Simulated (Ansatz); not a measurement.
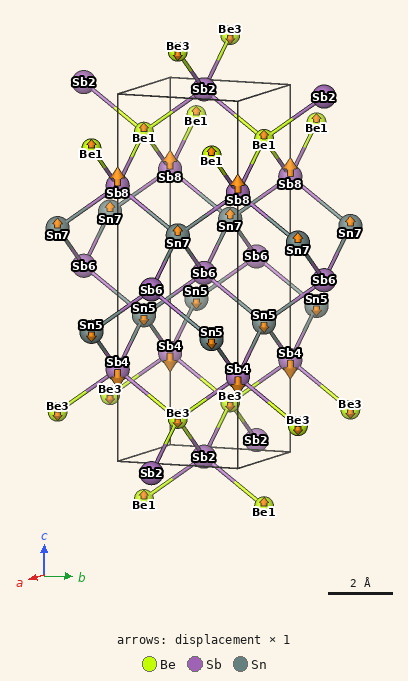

This is a relaxation of crystalline BeSnSb2 (a generated structure, set up in P-4m2). The starting structure is drawn; orange arrows show the displacements (the part carried along by the change of the cell is left out), at their true length.

The picture is a ball-and-stick view of the cell of the calculation, seen slightly off an axis.

Level of theory: DFT, PBE, plane waves, PAW in Ansatz 0.2.0.

Input file:
```yaml
crystal:
  lattice:
    - [4.1467411856, 0.0, 0.0]
    - [0.0, 4.1467411856, 0.0]
    - [0.0, 0.0, 11.7287552485]
  atoms:
    - { symbol: Be, position: [0.5, 0.0, 0.875] }
    - { symbol: Sb, position: [0.5, 0.5, 0.0] }
    - { symbol: Be, position: [0.0, 0.5, 0.125] }
    - { symbol: Sb, position: [0.0, 0.0, 0.25] }
    - { symbol: Sn, position: [0.5, 0.0, 0.375] }
    - { symbol: Sb, position: [0.5, 0.5, 0.5] }
    - { symbol: Sn, position: [0.0, 0.5, 0.625] }
    - { symbol: Sb, position: [0.0, 0.0, 0.75] }
kpoints:
  mp_grid: { grid: [6, 6, 2] }
hamiltonian:
  xc: pbe
scf:
  occupations: { method: fermi_dirac, width: 0.02 }
relax:
  f_tol: 0.005
  cell: {}
```

Command:
```bash
ansatz run input.yaml --threads 2 --pin off --max-ram 29491MiB --backend cpu --events-out ev --progress --plain --runs-dir out
```

> What happened in the run?

The energy falls by 482 meV per atom in 6 accepted moves (7 points after the start). Largest force component: 4.2 eV/Å at the start, 0.002 eV/Å at the end. Pressure: 15.87 GPa at the start and 0.00 GPa at the end. At 1 point the geometry stayed and the basis and grid were re-selected for the new cell (energy shift of 0.8 meV per atom at most each time). The largest moves relative to the cell, 0.63 Å, are those of Sb4 and Sb8. Sb4 goes along −c. By element the largest moves are Sb 0.63 Å, Sn 0.34 Å, Be 0.29 Å. Cell: a = b 4.147 → 4.395 Å (+6.0 %), c 11.729 → 12.176 Å (+3.8 %). Volume +16.6 %. Among the contacts that change: Sb6–Sn7 2.539 → 2.882 Å, Sb4–Sn5 2.539 → 2.849 Å, Be1–Sb8 2.539 → 2.496 Å, Be1–Sb2 2.539 → 2.517 Å. Bond angles that change, for instance: Be1–Sb8–Be1 109.5° → 123.4°, Sb8–Be1–Sb8 109.5° → 123.4°, Sb2–Be1–Sb2 109.5° → 121.6°. The space group stays P-4m2 (No. 115).
